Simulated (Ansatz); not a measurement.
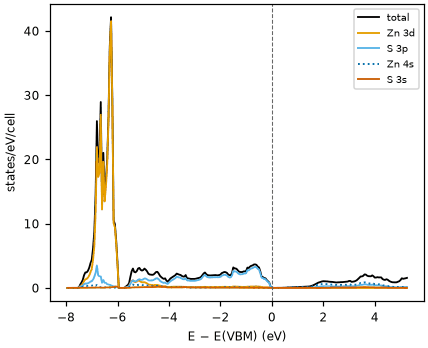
Total and projected density of states of ZnS (NiAs type, P6_3/mmc), PBEsol (plane waves, PAW; program Ansatz)

Which orbitals carry the states next to the gap?

Top 1 eV of the valence band: S 3p 89 %, Zn 3d 7 %. Bottom 1 eV of the conduction band: Zn 4s 79 %, S 3p 12 %, outside the projected shells 8 %. Projections are on Löwdin-orthogonalised atomic valence shells; empty p or d shells of many metals are not among them.

Where is the tallest occupied peak in this window, and what makes it?

Near -6.3 eV, about 42 states/eV per cell; the largest projected share is Zn 3d.

The start of the workflow was typed in or built on a structure type; neither database checked (COD, Materials Project) lists it. It is not the phase usual at ambient conditions (space group No. 186, 216). The PBEsol relaxation kept the symmetry of its start; phonons on a q-mesh show weakly imaginary modes.

Potentials: the later of the program's two PAW sets.
